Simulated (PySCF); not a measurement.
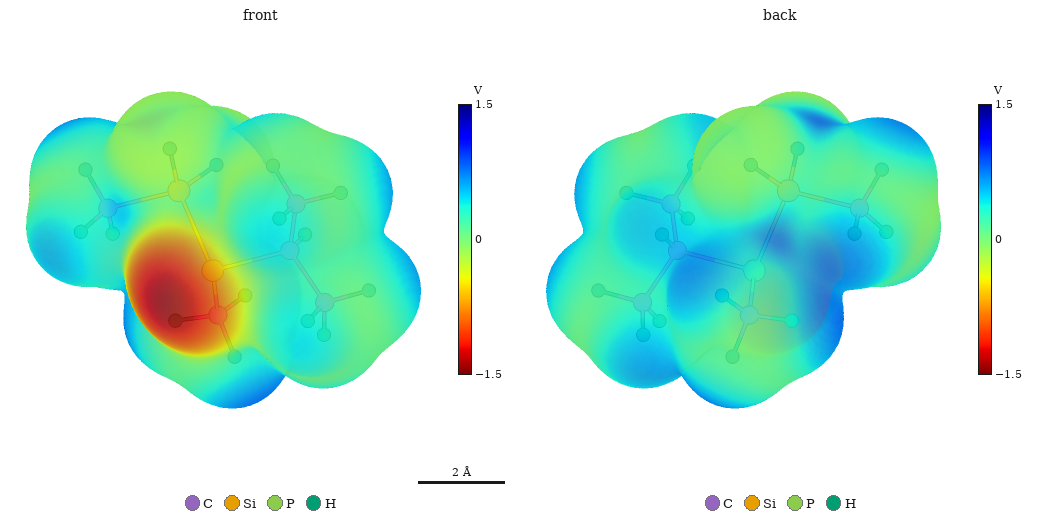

Figure. C₅H₁₅PSi (SMILES C[SiH2]P(C)C(C)C). The electrostatic potential painted on the density surface at 0.002 e/bohr³, seen from the front and from behind; the colour scale runs from red (negative) to blue (positive).

Geometry: GFN2-xTB.

Level of theory: PySCF 2.14.0, PBE0/pcSseg-1, SCF density, gas phase, non-relativistic.

```xyz
22

C     3.3415   -0.2014    0.3311
Si    1.7143   -0.6512   -0.5397
P     0.0211   -0.1518    0.8503
C     0.3280    1.6715    1.0097
C    -1.3997   -0.1011   -0.3807
C    -2.6468    0.4699    0.2892
C    -1.6797   -1.5071   -0.8990
H     3.4880    0.8729    0.3892
H     3.3580   -0.5936    1.3438
H     4.1892   -0.6201   -0.2007
H     1.6654    0.0320   -1.8453
H     1.6892   -2.0983   -0.7861
H     0.3054    2.1690    0.0412
H    -0.4260    2.1116    1.6603
H     1.3012    1.8183    1.4731
H    -1.1136    0.5461   -1.2199
H    -2.8935   -0.1099    1.1772
H    -2.4976    1.5058    0.5862
H    -3.4939    0.4309   -0.3948
H    -0.8146   -1.9113   -1.4204
H    -1.9227   -2.1692   -0.0699
H    -2.5237   -1.4936   -1.5878
```

### Describe the electrostatic potential map.

The most negative region (about −1.3 V, or −30 kcal/mol for a unit charge) lies over P3, the most positive (about +0.8 V, or +18 kcal/mol for a unit charge) over Si2, H8, H14 and H15.

### How polar is the molecule by this calculation?

Its dipole moment is 1.18 D.
